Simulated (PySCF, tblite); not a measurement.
**C₅H₁₂BN: geometry, infrared bands and NMR shifts**

What infrared bands and NMR shifts should C₅H₁₂BN (`C#[N+][B@H-](C)CCC`) show?

Computed with tblite 0.8.0 and PySCF 2.14.0, with density-fitted response routines of our own, on a single molecule in the gas phase. Atoms count from 0, in the outputs and in this text.

### 1 Starting geometry

19 atoms, charge 0, multiplicity 1; geometry from: force field or distance geometry start.

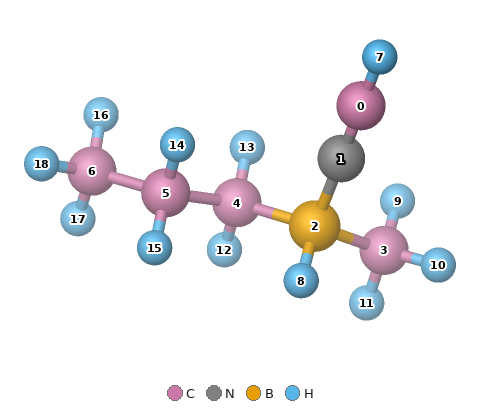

The starting geometry (carbon pink, nitrogen grey, boron amber, hydrogen blue), atoms numbered; sticks join atoms by distance.

### 2 Geometry optimisation with GFN2-xTB

What the job is given:

```
{"job": {"kind": "relax", "xc": "GFN2-xTB", "basis": "xTB"}, "charge": 0, "multiplicity": 1}
C     -1.898300     2.259900     0.162100
N     -1.590600     1.167400    -0.010100
B     -1.162400    -0.255600    -0.208300
C     -2.133900    -1.212400     0.624900
C      0.365100    -0.451900     0.251000
C      1.332000     0.278600    -0.696500
C      2.784200     0.076900    -0.257100
H     -2.194200     3.273100     0.316700
H     -1.278300    -0.523700    -1.367400
H     -2.035900    -1.008600     1.723000
H     -3.191400    -1.059900     0.327400
H     -1.868200    -2.283000     0.443800
H      0.597200    -1.535200     0.251800
H      0.492100    -0.068800     1.278000
H      1.114100     1.378000    -0.693300
H      1.219100    -0.104100    -1.718800
H      2.935900     0.476100     0.775500
H      3.040700    -1.012000    -0.268900
H      3.462800     0.614600    -0.941400
```

On the command line:

```sh
$ OMP_NUM_THREADS=1 python probes_run.py task.json out
```

The driver reads the jobs from task.json and runs them one after another.

**Question.** This job is followed by: GFN2-xTB harmonic vibrations, gas phase; GIAO PBE0/pcSseg-1 NMR shielding, non-relativistic, gas phase. What will the session give for the following? strongest single infrared mode (GFN2-xTB); zero-point energy (GFN2-xTB); 13C shifts against TMS (PBE0/pcSseg-1); 1H shifts against TMS (PBE0/pcSseg-1, means over atoms taken as alike); 15N shifts against NH3 (PBE0/pcSseg-1); 11B shifts against BF3·OEt2 (PBE0/pcSseg-1).

As calculated:

```
                                                              quantity                                               value
                             strongest single infrared mode (GFN2-xTB)                               2225 cm⁻¹, 302 km/mol
                                          zero-point energy (GFN2-xTB)                                      101.4 kcal/mol
                                13C shifts against TMS (PBE0/pcSseg-1)                   109.1, 36.1, 26.9, 20.9, 11.1 ppm
1H shifts against TMS (PBE0/pcSseg-1, means over atoms taken as alike)  4.11, 1.95, 1.41, 1.26, 1.06, 0.81, 0.19, 0.08 ppm
                                15N shifts against NH3 (PBE0/pcSseg-1)                                           252.6 ppm
                           11B shifts against BF3·OEt2 (PBE0/pcSseg-1)                                           -32.0 ppm
```

In words: The optimisation took 71 steps and gained 0.244 eV; among the close pairs (by a distance rule), N1–B2 changed most, from 1.499 to 1.452 Å. No mode is imaginary among the 51: a minimum at this level. The strongest single mode, at 2225 cm⁻¹, moves mainly N1 and C0. GFN2-xTB is a fitted tight-binding method: band positions and strengths are rough. Its intensities can rank the bands wrongly. At PBE0/pcSseg-1: The widest tensor belongs to N1: span 527 ppm, with a paramagnetic part of -312 ppm.
